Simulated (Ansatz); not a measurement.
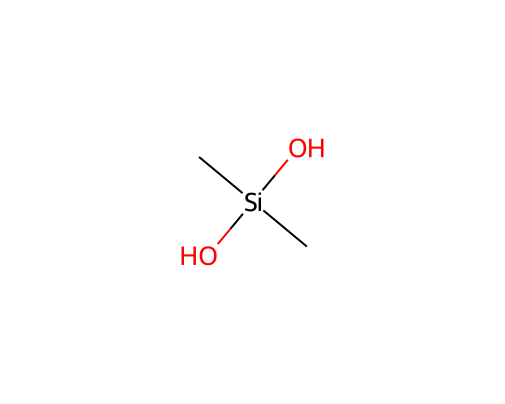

Computed geometry: PBE-D4/def2-SVP optimisation. No frequency run is at hand to confirm it as a minimum. Method: RKS PBE-D4/def2-SVP (Ansatz 0.2.0).

Question: Give the dispersion correction at this level.

Answer: −24.7 kJ/mol.

Question: Give the dipole moment at this level.

Answer: 2.25 D.
